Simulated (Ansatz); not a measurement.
# doublet C4H9ClO+: levels of theory compared

We compute a comparison of 6 runs (UHF/STO-3G, U-revPBE/6-31G*, UB3LYP/6-31G*, UPBE/6-31G*, UPBE0/6-31G*, UMP2/6-31G*) of doublet C4H9ClO+. 

Program for the calculation: Ansatz 0.2.0.

45 further runs of the same task are left out: 45 set aside as unsound or not needed.

## (1) The molecule

C4H9ClO+: 15 atoms, total charge +1, spin state doublet. SMILES of the parent species: `CCOCCCl`. The shape is that of a PBE0-D4/def2-TZVP optimisation. This is one conformer, not always the lowest. That shape belongs to the parent species and isn't relaxed for this state.

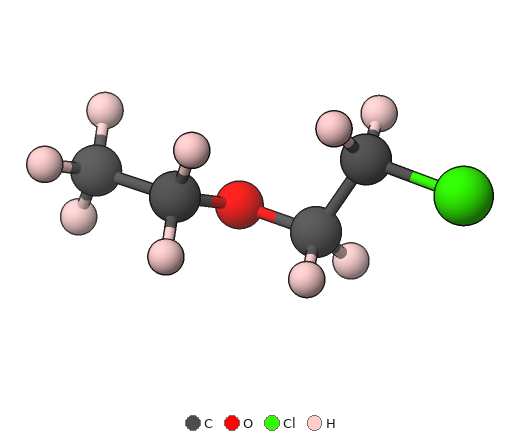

Viewed from a chosen angle; carbon dark grey, oxygen red, chlorine green, hydrogen pink.

## (2) A single-point energy at UHF/STO-3G (run 1)

Contents of in.yaml:

```yaml
crystal:
  periodic: [false, false, false]
  atoms:
    - symbol: C
      position_ang: [0.446910, -2.343120, -0.072080]
    - symbol: C
      position_ang: [0.664010, -0.853380, -0.015630]
    - symbol: O
      position_ang: [-0.448870, -0.216840, -0.605540]
    - symbol: C
      position_ang: [-0.352230, 1.181190, -0.659050]
    - symbol: C
      position_ang: [-0.804940, 1.814990, 0.643150]
    - symbol: Cl
      position_ang: [-0.701940, 3.587860, 0.523300]
    - symbol: H
      position_ang: [-0.452990, -2.621690, 0.479450]
    - symbol: H
      position_ang: [0.331820, -2.674280, -1.105750]
    - symbol: H
      position_ang: [1.298130, -2.867000, 0.367880]
    - symbol: H
      position_ang: [0.793480, -0.528730, 1.026570]
    - symbol: H
      position_ang: [1.577870, -0.572640, -0.559900]
    - symbol: H
      position_ang: [0.671920, 1.501350, -0.892950]
    - symbol: H
      position_ang: [-1.001940, 1.520450, -1.469010]
    - symbol: H
      position_ang: [-0.179950, 1.514470, 1.482950]
    - symbol: H
      position_ang: [-1.841280, 1.557350, 0.856610]
basis:
  gaussian:
    orbitals: STO-3G
total_charge: 1
magnetization:
  spin_polarized: true
  initial_magnetization: 1
hamiltonian:
  xc: hf
accuracy: high
output:
  orbitals: {seedname: orbitals}
```

The run is started by

```console
ansatz run in.yaml --threads 1 --pin off --max-ram 3480MiB --events-out events.jsonl --progress --plain --runs-dir runs
```

What it wrote:

```text
Warning: RAYON_NUM_THREADS=1 ignored (pool sized by the plan → 1); use --threads N
Functional definition: HF
  name "HF"
  exchange = exact_x
  correlation = 0
923 factors; integrals over basis functions are off by at most 2.3e-8 eV
mean field evaluation 1: about -18582.0415 eV, gradient 1.9e1 eV
mean field evaluation 2: about -18582.4153 eV, gradient 1.9e1 eV
mean field evaluation 4: about -18586.2829 eV, gradient 3.9e0 eV
mean field evaluation 8: about -18586.7494 eV, gradient 1.4e-1 eV
mean field evaluation 16: about -18586.7468 eV, gradient 1.6e-8 eV
mean field -18586.74679937 eV, -683.0503463273 hartree, gradient 1.6e-8 eV, S^2 0.758824; 0 other end points of the search recorded, 0 dependent functions left out
reference -18586.74679937 eV, -683.0503463273 hartree; 29, 28 occupied and 14, 15 virtual orbitals, 923 factors
Total energy: -18586.74679937 eV, -683.0503463273 hartree
```

It took 0.88 s on 1 thread of Arm Neoverse V2, shared host; peak memory 0.13 GiB.

## (3) The energy at U-revPBE/6-31G(d) (spherical functions) (run 2)

Contents of in.yaml:

```yaml
basis:
  gaussian:
    orbitals: 6-31G_st_-spherical.json
crystal:
  periodic: [false, false, false]
  atoms:
    - {symbol: C, position_ang: [0.446910, -2.343120, -0.072080]}
    - {symbol: C, position_ang: [0.664010, -0.853380, -0.015630]}
    - {symbol: O, position_ang: [-0.448870, -0.216840, -0.605540]}
    - {symbol: C, position_ang: [-0.352230, 1.181190, -0.659050]}
    - {symbol: C, position_ang: [-0.804940, 1.814990, 0.643150]}
    - {symbol: Cl, position_ang: [-0.701940, 3.587860, 0.523300]}
    - {symbol: H, position_ang: [-0.452990, -2.621690, 0.479450]}
    - {symbol: H, position_ang: [0.331820, -2.674280, -1.105750]}
    - {symbol: H, position_ang: [1.298130, -2.867000, 0.367880]}
    - {symbol: H, position_ang: [0.793480, -0.528730, 1.026570]}
    - {symbol: H, position_ang: [1.577870, -0.572640, -0.559900]}
    - {symbol: H, position_ang: [0.671920, 1.501350, -0.892950]}
    - {symbol: H, position_ang: [-1.001940, 1.520450, -1.469010]}
    - {symbol: H, position_ang: [-0.179950, 1.514470, 1.482950]}
    - {symbol: H, position_ang: [-1.841280, 1.557350, 0.856610]}
total_charge: 1
magnetization:
  spin_polarized: true
  initial_magnetization: 1
hamiltonian:
  xc: {name: revPBE}
accuracy: high
output:
  orbitals: {seedname: orbitals}
```

The basis set 6-31G* is read from a file made from the Basis Set Exchange's data (not shown).

The run is started by

```console
ansatz run in.yaml --threads 1 --pin off --max-ram 3480MiB --events-out events.jsonl --progress --plain --runs-dir runs
```

What it wrote:

```text
Warning: RAYON_NUM_THREADS=1 ignored (pool sized by the plan → 1); use --threads N
Functional definition: revPBE
  name "revPBE"
  parameter kappa = 1.245
  parameter beta = 0.06672455060314922
  exchange = pbe_x(kappa = kappa, mu = beta*pi^2/3)
  correlation = pbe_c(beta = beta)
2656 factors; integrals over basis functions are off by at most 7.3e-9 eV
mean field evaluation 1: about -18828.5626 eV, gradient 6.3e1 eV
mean field evaluation 2: about -18689.0484 eV, gradient 1.5e2 eV
mean field evaluation 4: about -18847.3056 eV, gradient 2.6e1 eV
mean field evaluation 8: about -18850.3479 eV, gradient 1.1e0 eV
mean field evaluation 16: about -18850.3422 eV, gradient 3.7e-3 eV
mean field evaluation 32: about -18846.5792 eV, gradient 1.5e1 eV
mean field evaluation 64: about -18850.2079 eV, gradient 2.3e0 eV
mean field -18850.34221855 eV, -692.7372993109 hartree, gradient 4.6e-8 eV, S^2 0.751477; 6 other end points of the search recorded, 0 dependent functions left out
reference -18850.34222222 eV, -692.7372994456 hartree; 29, 28 occupied and 77, 78 virtual orbitals, 2656 factors
Total energy: -18850.34222222 eV, -692.7372994456 hartree
```

Run time: 27 s. Hardware: 1 thread of Arm Neoverse V2, shared host; peak memory 0.44 GiB.

Run 3 isn't shown in full; the table further down has it.

## (4) A single-point energy at UPBE/6-31G(d) (spherical functions) (run 4)

Contents of molecule.yaml:

```yaml
crystal:
  periodic: [false, false, false]
  atoms:
    - {symbol: C, position_ang: [0.446910, -2.343120, -0.072080]}
    - {symbol: C, position_ang: [0.664010, -0.853380, -0.015630]}
    - {symbol: O, position_ang: [-0.448870, -0.216840, -0.605540]}
    - {symbol: C, position_ang: [-0.352230, 1.181190, -0.659050]}
    - {symbol: C, position_ang: [-0.804940, 1.814990, 0.643150]}
    - {symbol: Cl, position_ang: [-0.701940, 3.587860, 0.523300]}
    - {symbol: H, position_ang: [-0.452990, -2.621690, 0.479450]}
    - {symbol: H, position_ang: [0.331820, -2.674280, -1.105750]}
    - {symbol: H, position_ang: [1.298130, -2.867000, 0.367880]}
    - {symbol: H, position_ang: [0.793480, -0.528730, 1.026570]}
    - {symbol: H, position_ang: [1.577870, -0.572640, -0.559900]}
    - {symbol: H, position_ang: [0.671920, 1.501350, -0.892950]}
    - {symbol: H, position_ang: [-1.001940, 1.520450, -1.469010]}
    - {symbol: H, position_ang: [-0.179950, 1.514470, 1.482950]}
    - {symbol: H, position_ang: [-1.841280, 1.557350, 0.856610]}
basis:
  gaussian:
    orbitals: 6-31G_st_-spherical.json
total_charge: 1
magnetization:
  spin_polarized: true
  initial_magnetization: 1
hamiltonian:
  xc: pbe
accuracy: high
output: {orbitals: {seedname: orbitals}}
```

The basis set 6-31G* is read from a file made from the Basis Set Exchange's data (not shown).

The run is started by

```console
ansatz run molecule.yaml --threads 1 --pin off --max-ram 3480MiB --events-out events.jsonl --progress --plain --runs-dir runs
```

What it wrote:

```text
Warning: RAYON_NUM_THREADS=1 ignored (pool sized by the plan → 1); use --threads N
Functional definition: PBE
  name "PBE"
  parameter kappa = 0.804
[... 3 set-up lines as earlier in the session ...]
2656 factors; integrals over basis functions are off by at most 7.3e-9 eV
mean field evaluation 1: about -18818.4596 eV, gradient 6.5e1 eV
mean field evaluation 2: about -18674.8584 eV, gradient 1.6e2 eV
mean field evaluation 4: about -18837.9665 eV, gradient 2.7e1 eV
mean field evaluation 8: about -18841.2551 eV, gradient 7.4e-1 eV
mean field evaluation 16: about -18841.2449 eV, gradient 4.4e-3 eV
mean field evaluation 32: about -18841.2449 eV, gradient 1.2e-8 eV
mean field evaluation 64: about -18839.1400 eV, gradient 1.6e1 eV
mean field -18841.24491947 eV, -692.4029797361 hartree, gradient 1.2e-8 eV, S^2 0.751380; 6 other end points of the search recorded, 0 dependent functions left out
reference -18841.24492241 eV, -692.4029798440 hartree; 29, 28 occupied and 77, 78 virtual orbitals, 2656 factors
Total energy: -18841.24492241 eV, -692.4029798440 hartree
```

Wall time 29 s (1 thread of Arm Neoverse V2, shared host); peak memory 0.44 GiB.

Run 5 isn't shown in full; the table further down has it.

## (5) The energy at UMP2/6-31G(d) (spherical functions) (run 6)

Edit in.yaml of step 3 so:

```diff
@@ -1,4 +1 @@
-basis:
-  gaussian:
-    orbitals: 6-31G_st_-spherical.json
 crystal:
@@ -21,10 +18,7 @@
     - {symbol: H, position_ang: [-1.841280, 1.557350, 0.856610]}
+basis:
+  gaussian: {orbitals: 6-31G_st_-spherical.json}
 total_charge: 1
-magnetization:
-  spin_polarized: true
-  initial_magnetization: 1
-hamiltonian:
-  xc: {name: revPBE}
+magnetization: {spin_polarized: true, initial_magnetization: 1}
+correlation: {method: mp2, frozen_orbitals: {C: 1, Cl: 5, H: 0, O: 1}}
 accuracy: high
-output:
-  orbitals: {seedname: orbitals}
```

The basis set 6-31G* is read from a file made from the Basis Set Exchange's data (not shown).

The run is started by

```console
ansatz run in.yaml --threads 1 --pin off --max-ram 3480MiB --events-out events.jsonl --progress --plain --runs-dir runs
```

What it wrote (excerpt; [...] marks lines left out):

```text
Warning: RAYON_NUM_THREADS=1 ignored (pool sized by the plan → 1); use --threads N
[... 2 set-up lines as earlier in the session ...]
[...]
2656 factors; integrals over basis functions are off by at most 7.3e-9 eV
[...]
mean field -18795.17855874 eV, -690.7100722041 hartree, gradient 3.1e-8 eV, S^2 0.763290; 6 other end points of the search recorded, 0 dependent functions left out
10 core orbitals not correlated: weight in the atoms' cores, before any rotation towards them, 1.000 or more for the frozen orbitals, at most 0.000 for the correlated occupied ones
reference -18795.17855874 eV, -690.7100722041 hartree; 19, 18 occupied and 77, 78 virtual orbitals, 2656 factors
second order -21.20707461 eV of doubles, -0.00000000 eV of singles
Total energy: -18816.38563335 eV, -691.4894178213 hartree
```

Run time: 37 s. Hardware: 1 thread of Arm Neoverse V2, shared host; peak memory 0.53 GiB.

## (6) Overview of the runs

| run | level | frozen core orbitals | energy (Eh) | HOMO energy (eV) | LUMO energy (eV) | ⟨S²⟩ | wall time |
| --- | --- | --- | --- | --- | --- | --- | --- |
| 1 | UHF/STO-3G | – | -683.050346 | -15.03 | -3.60 | 0.759 | 0.88 s |
| 2 | U-revPBE/6-31G* (spherical functions) | – | -692.737299 | -12.29 | -11.97 | 0.751 | 27 s |
| 3 | UB3LYP/6-31G* (spherical functions) | – | -692.899363 | -13.36 | -11.75 | 0.754 | 35 s |
| 4 | UPBE/6-31G* (spherical functions) | – | -692.402980 | -12.32 | -12.01 | 0.751 | 29 s |
| 5 | UPBE0/6-31G* (spherical functions) | – | -692.456371 | -13.54 | -11.60 | 0.755 | 39 s |
| 6 | UMP2/6-31G* (spherical functions) | 10 | -691.489418 | – | – | 0.763 | 37 s |

## (7) What came out

| quantity | value |
| --- | --- |
| run 6: total energy | -691.48942 Eh |
| run 6: correlation energy (10 core orbitals frozen) | -779.3 mEh |
| run 6: ⟨S²⟩ of the reference determinant | 0.763 |

Totals of different functionals can't be ranked against each other. In run 1 the basis is minimal, so the values are rough. All runs together took 2.8 min, the longest 39 s.
